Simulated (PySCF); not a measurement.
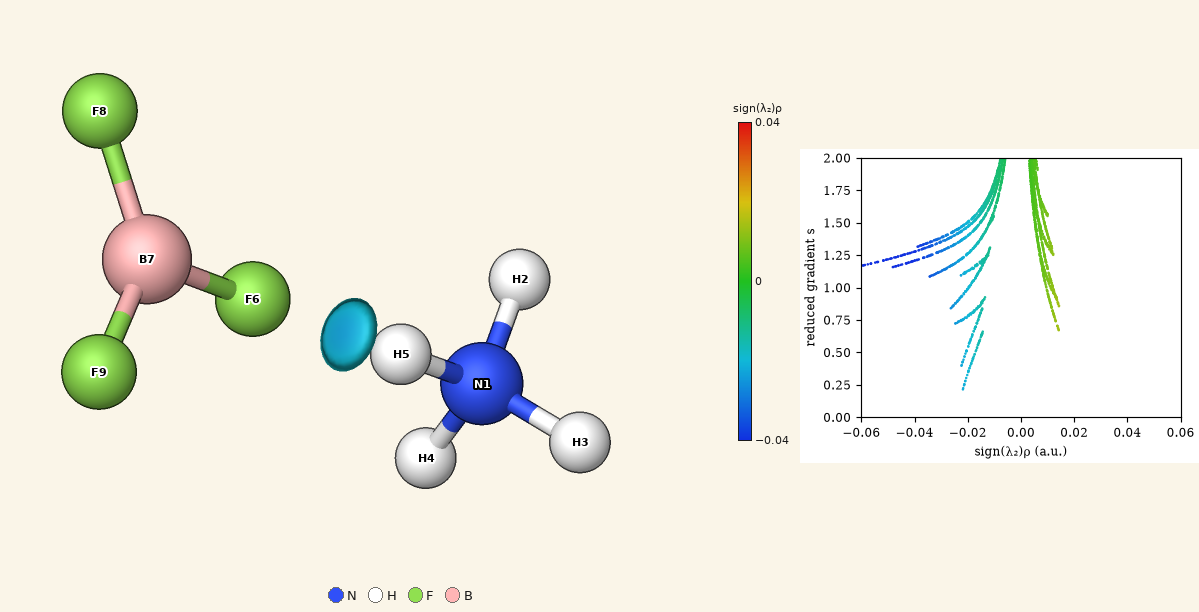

Figure. BF₃H₄N, charge +1, SMILES `[NH4+].FB(F)F`. Non-covalent interaction surfaces between the fragments (reduced density gradient s = 0.5, coloured by sign(λ₂)ρ in a.u.; trimmed to the region between the fragments where ρ is under 0.06 a.u.). Fragment A: NH4(+1) (atoms 1–5); fragment B: BF3. The plot gives s against sign(λ₂)ρ for grid points between the fragments.

Level of theory: CAM-B3LYP/6-311+G** (PySCF), at a geometry from GFN2-xTB.

Input

```python
import numpy as np
from pyscf import gto, scf, dft
from pyscf.scf import atom_ks, atom_hf
from scipy.linalg import block_diag
from pyscf.dispersion import dftd3

def solve(mol, dm0=None, hcore=None):
    mf = (dft.UKS if mol.spin else dft.RKS)(mol, xc='camb3lyp')
    mf.grids.level = 3
    mf = mf.density_fit(auxbasis='def2-universal-jkfit')
    mf.conv_tol, mf.max_cycle = 1e-8, 80
    if hcore is not None:
        mf.get_hcore = lambda *args: hcore
    mf.kernel(dm0)
    if not mf.converged:
        mf = mf.newton().run(mf.mo_coeff, mf.mo_occ, max_cycle=30)
    assert mf.converged, 'SCF not converged'
    return mf

mol = gto.M(atom='''
N     -3.12616     0.00016    -0.00110
H     -3.45711    -0.96441     0.12520
H     -3.48104     0.58929     0.76227
H     -3.46181     0.36456    -0.90127
H     -2.09015     0.01116     0.00880
F     -0.22251     0.00592     0.00344
B      1.11274    -0.00010     0.00044
F      1.70632    -1.14148    -0.00112
F      1.71724     1.13542    -0.00115
''', basis='6-311+g**', charge=1, spin=0, verbose=4)
mol_a = gto.M(atom='''
N     -3.12616     0.00016    -0.00110
H     -3.45711    -0.96441     0.12520
H     -3.48104     0.58929     0.76227
H     -3.46181     0.36456    -0.90127
H     -2.09015     0.01116     0.00880
ghost-F     -0.22251     0.00592     0.00344
ghost-B      1.11274    -0.00010     0.00044
ghost-F      1.70632    -1.14148    -0.00112
ghost-F      1.71724     1.13542    -0.00115
''', basis='6-311+g**', charge=1, spin=0, verbose=4)
mol_b = gto.M(atom='''
ghost-N     -3.12616     0.00016    -0.00110
ghost-H     -3.45711    -0.96441     0.12520
ghost-H     -3.48104     0.58929     0.76227
ghost-H     -3.46181     0.36456    -0.90127
ghost-H     -2.09015     0.01116     0.00880
F     -0.22251     0.00592     0.00344
B      1.11274    -0.00010     0.00044
F      1.70632    -1.14148    -0.00112
F      1.71724     1.13542    -0.00115
''', basis='6-311+g**', charge=0, spin=0, verbose=4)
ab, a, b = solve(mol), solve(mol_a), solve(mol_b)
e_int = ab.e_tot - a.e_tot - b.e_tot
print('counterpoise-corrected interaction energy / kcal/mol', e_int * 627.5095)
def disp(atoms, charge):
    m = gto.M(atom=atoms, charge=charge, basis='sto-3g', spin=None, unit='Bohr', verbose=0)
    return dftd3.DFTD3Dispersion(m, xc='camb3lyp', version='d3bj').get_dispersion()['energy']
e_disp = disp(mol._atom, mol.charge) - disp(mol._atom[:5], mol_a.charge) - disp(mol._atom[5:], mol_b.charge)
print('D3(BJ) part / kcal/mol', e_disp * 627.5095)
# spherically averaged free atoms, for the promolecule
atm = atom_ks.get_atm_nrks(mol, xc='camb3lyp')
pro = block_diag(*[(atm[a[0]][2] * atm[a[0]][3]) @ atm[a[0]][2].T for a in mol._atom])
np.savez('result.npz', e_int=e_int, e_disp=e_disp, dm_a=a.make_rdm1(), dm_b=b.make_rdm1(), c=ab.mo_coeff, occ=ab.mo_occ, eps=ab.mo_energy, pro=pro, d=[f.dip_moment(verbose=0) for f in (ab, a, b)])
```

Command:

```sh
OMP_NUM_THREADS=1 python input.py
```

The run took 11 s on 1 thread of AMD EPYC 9R45 96-Core Processor (Zen 5) (shared host), peak memory 0.64 GiB.

Partitions, critical points and surface values were worked out afterwards from this run's density.

Which interactions hold the two fragments together?

Bond critical points between the fragments: H5···F6, hydrogen bond, 1.87 Å, ρ = 0.022 a.u. It appears blue-green. The pose is a local one from a semi-empirical search, not shown to be the most stable. With a charged fragment, long-range electrostatics, which these surfaces don't show, weighs heavily in the interaction energy.

How strongly are they bound?

The counterpoise-corrected interaction energy of the frozen fragments is −7.9 kcal/mol without dispersion correction and −8.4 kcal/mol with D3(BJ). The pair geometry is semi-empirical, not a minimum at this level.
